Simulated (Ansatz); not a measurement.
**BH₄ (doublet): correlated methods under varied settings at distance B1–H5 = 2.669 Å**

What do other methods and options give for BH₄ (doublet) at this geometry, and how long do they take?

The runs use Ansatz 0.2.0, Gaussian basis; the settings change from run to run.

21 further runs of the same task are left out: 13 that didn't finish, 8 set aside as unsound or not needed.

### 1 The system

The geometry derives from a PBE0/def2-TZVP stationary point (not a proven minimum). One bond is set to the value named and the two fragments are kept rigid.

5 atoms, charge 0, spin multiplicity 2.

Atoms are counted from 1 here; the program's logs count them from 0.

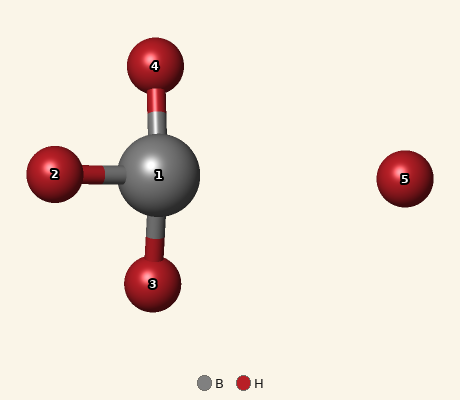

The structure; boron grey, hydrogen red; atoms are numbered from 1 in the order of the file.

### 2 CISDT/6-31G

in.yaml reads:

```yaml
crystal:
  periodic: [false, false, false]
  atoms:
    - {symbol: B, position_ang: [-0.034054, 0.065573, 0.064946]}
    - {symbol: H, position_ang: [0.380631, 0.878068, 0.875599]}
    - {symbol: H, position_ang: [-0.458381, -0.742121, 0.875407]}
    - {symbol: H, position_ang: [-0.446866, 0.874219, -0.750497]}
    - {symbol: H, position_ang: [0.889880, -1.713491, -1.697109]}
basis:
  gaussian: {orbitals: 6-31G}
magnetization: {spin_polarized: false, initial_magnetization: 1}
correlation: {active_space: {ras: {orbitals: [3, 1, 12], electrons: 7, max_holes: 3, max_particles: 3}, fixed_orbitals: true}}
scf: {lower_state_search: off}
```

Command:

```sh
> ansatz run in.yaml --threads 1 --pin off --events-out ev --progress --plain --max-ram 2393MiB
```

What it wrote:

```text
Functional definition: HF
  name "HF"
  cite "Fock, Z. Phys. 61, 126 (1930) doi:10.1007/BF01340294"
  parent pbe
  exchange = exact_x
  correlation = 0
these checks for a lower state are left out or cut short: stability, starts, cluster_reference, orbital_swaps, neighbouring_geometries, increment
254 factors; integrals over basis functions are off by at most 2.6e-4 eV
mean field evaluation 1: about -728.6451 eV, gradient 1.0e1 eV
mean field evaluation 2: about -728.6409 eV, gradient 1.0e1 eV
mean field evaluation 4: about -729.8769 eV, gradient 7.6e-1 eV
mean field evaluation 8: about -729.8841 eV, gradient 1.3e-3 eV
mean field -729.88410618 eV, -26.8227461689 hartree, gradient 2.5e-6 eV, S^2 0.750000; 0 other end points of the search recorded, 0 dependent functions left out
reference -729.88410618 eV, -26.8227461689 hartree; 5, 4 occupied and 12, 13 virtual orbitals, 254 factors
state -731.97611685 eV, -26.8996261431 hartree
Total energy: -731.97611685 eV, -26.8996261431 hartree
Checks for a lower state left out: stability, starts, cluster_reference, orbital_swaps, neighbouring_geometries, increment
```

Run time: 0.39 s. Hardware: 1 thread of Arm Neoverse V2, shared host.

From the report: 20,019 determinants.

### 3 CCSD on UHF/6-31++G**

in.yaml reads:

```yaml
crystal:
  periodic: [false, false, false]
  atoms:
    - {symbol: B, position_ang: [-0.034054, 0.065573, 0.064946]}
    - {symbol: H, position_ang: [0.380631, 0.878068, 0.875599]}
    - {symbol: H, position_ang: [-0.458381, -0.742121, 0.875407]}
    - {symbol: H, position_ang: [-0.446866, 0.874219, -0.750497]}
    - {symbol: H, position_ang: [0.889880, -1.713491, -1.697109]}
basis:
  gaussian: {orbitals: "6-31++G**"}
magnetization: {spin_polarized: true, initial_magnetization: 1}
correlation: {method: ccsd, electrons: all}
```

The command is unchanged.

What it wrote (excerpt; [...] marks lines left out):

```text
Functional definition: HF
  name "HF"
  cite "Fock, Z. Phys. 61, 126 (1930) doi:10.1007/BF01340294"
  parent pbe
[...]
391 factors; integrals over basis functions are off by at most 1.2e-3 eV
[...]
mean field -730.35096033 eV, -26.8399027423 hartree, gradient 5.9e-6 eV, S^2 0.751326; 1 other end points of the search recorded, 0 dependent functions left out
determinant -730.35096033 eV, -26.8399027423 hartree, with singles and doubles -733.74784868 eV, -26.9647360867 hartree
determinant -726.95614075 eV, -26.7151454240 hartree, with singles and doubles -729.93746297 eV, -26.8247069948 hartree
reference -730.35096033 eV, -26.8399027423 hartree; 5, 4 occupied and 38, 39 virtual orbitals, 391 factors
second order -2.76348725 eV of doubles, -0.00000000 eV of singles
cycle   1  -3.36259282 eV  change   -2.1e-1 eV  update   1.3e-2
[...]
cycle  10  -3.36780084 eV  change    5.6e-7 eV  update   1.0e-5
Total energy: -733.71876117 eV, -26.9636671406 hartree
```

Wall time 0.63 s (1 thread of Arm Neoverse V2, shared host).

From the report: ⟨S²⟩ of the determinant 0.751 (pure doublet: 0.75); correlation -3.3678 eV; T1 0.007; largest double amplitude 0.04.

### 4 CCSDT(Q)/B on UHF/6-31G

in.yaml, as its differences from that of step 3:

```diff
@@ -9,4 +9,6 @@
 basis:
-  gaussian: {orbitals: "6-31++G**"}
+  gaussian: {orbitals: 6-31G}
 magnetization: {spin_polarized: true, initial_magnetization: 1}
-correlation: {method: ccsd, electrons: all}
+correlation: {method: ccsdt_q_b, electrons: outside_noble_gas}
+accuracy: high
+output: {forces: true}
```

Launched as before.

What it wrote (excerpt; [...] marks lines left out):

```text
Functional definition: HF
  name "HF"
  cite "Fock, Z. Phys. 61, 126 (1930) doi:10.1007/BF01340294"
  parent pbe
[...]
408 factors; integrals over basis functions are off by at most 2.4e-9 eV
[...]
mean field -729.88634344 eV, -26.8228283866 hartree, gradient 4.6e-8 eV, S^2 0.751060; 1 other end points of the search recorded, 0 dependent functions left out
1 core orbitals not correlated: weight in the atoms' cores, before any rotation towards them, 1.000 or more for the frozen orbitals, at most 0.000 for the correlated occupied ones
reference -729.88634344 eV, -26.8228283866 hartree; 4, 3 occupied and 12, 13 virtual orbitals, 408 factors
second order -1.58594245 eV of doubles, -0.00000000 eV of singles
cycle   1  -1.95144795 eV  change   -3.7e-1 eV  update   4.7e-2
[...]
cycle  30  -2.14798827 eV  change  -1.1e-10 eV  update  5.0e-10
perturbative correction -0.00027071 eV, -0.0000099485 hartree
[...]
Total energy: -732.03460243 eV, -26.9017754483 hartree
Atom 0 at    -0.034054     0.065573     0.064946 Å, force    -1.533914     2.784907     2.757662 eV/Å
Atom 1 at     0.380631     0.878068     0.875599 Å, force     1.405055    -0.089554    -0.079076 eV/Å
Atom 2 at    -0.458381    -0.742121     0.875407 Å, force     0.052784    -1.169918    -1.521626 eV/Å
Atom 3 at    -0.446866     0.874219    -0.750497 Å, force     0.050227    -1.528866    -1.160554 eV/Å
Atom 4 at     0.889880    -1.713491    -1.697109 Å, force     0.025849     0.003432     0.003595 eV/Å
Dipole moment:     0.099885    -0.090205    -0.088967 e Å
```

It took 7 s on 1 thread of Arm Neoverse V2, shared host.

From the report: ⟨S²⟩ of the determinant 0.751 (pure doublet: 0.75); correlation -2.1483 eV; T1 0.006; largest double amplitude 0.05.

### 5 The runs in one table

Where basis and cores are those of an earlier FCI/6-31G run (-732.0347 eV), and the state is the same kind, the miss against it is given.

| level | correlated | functions | energy (eV) | from FCI (meV) | time |
| --- | --- | --- | --- | --- | --- |
| CISDT/6-31G | outside noble gas | 17 | -731.9761 | 58.5 | 0.39 s |
| CCSD on UHF/6-31++G** | all | 43 | -733.7188 |  | 0.63 s |
| CCSDT(Q)/B on UHF/6-31G | outside noble gas | 17 | -732.0346 | 0.1 | 7 s |

### 6 Summary of results

```
quantity                         value
    runs                             3
quickest           CISDT/6-31G, 0.39 s
 slowest  CCSDT(Q)/B on UHF/6-31G, 7 s
```

What this shows: Total energies in different bases, with other cores or another treatment of relativity can't be set against each other. CCSDT(Q)/B on UHF/6-31G took 18 times as long as CISDT/6-31G; the jobs differ in more than the method. Among the correlated runs with a miss given, it spans +0 to +59 meV.
